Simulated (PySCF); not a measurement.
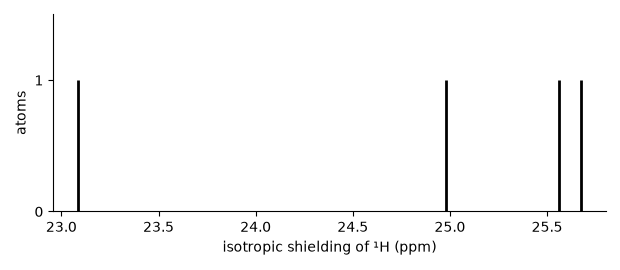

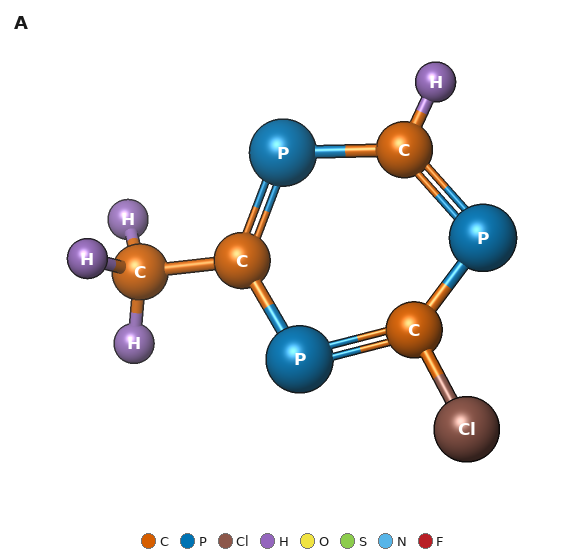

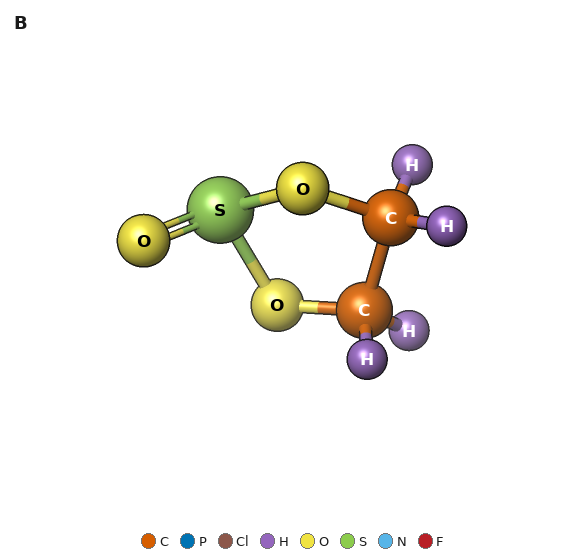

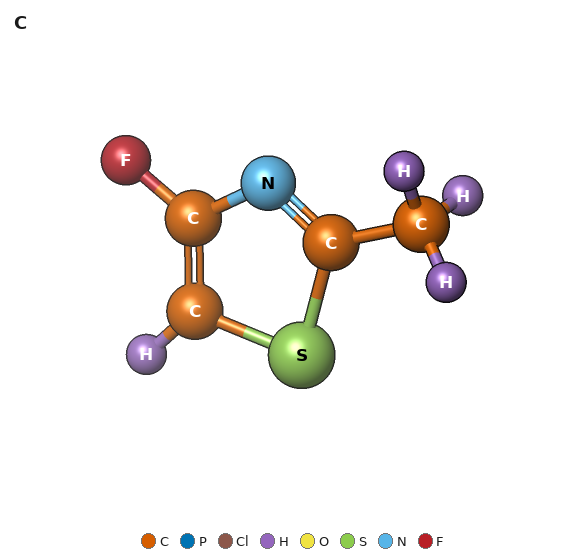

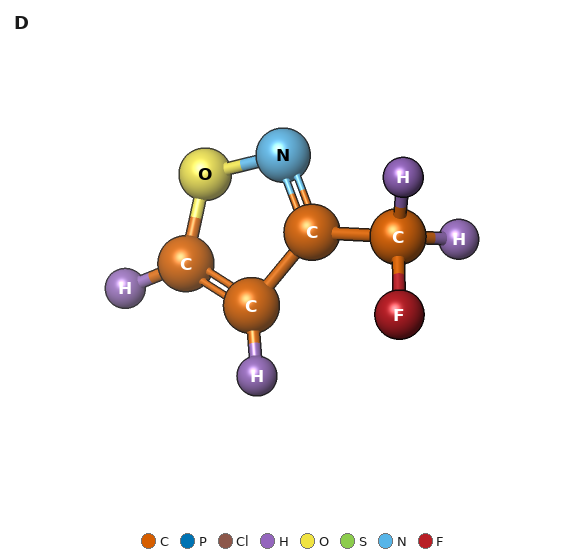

The sticks are computed shieldings of one of the molecules, for one fixed geometry (GFN2-xTB) without averaging over rotations. Low shielding means a high chemical shift. Method: GIAO PBE0/pcSseg-1 NMR shielding, non-relativistic, gas phase (PySCF 2.14.0).

Which molecule gives this pattern?

D, `FCc1ccon1`. Its 4 H atoms give lines at 23.09, 24.98, 25.56, 25.67 ppm.
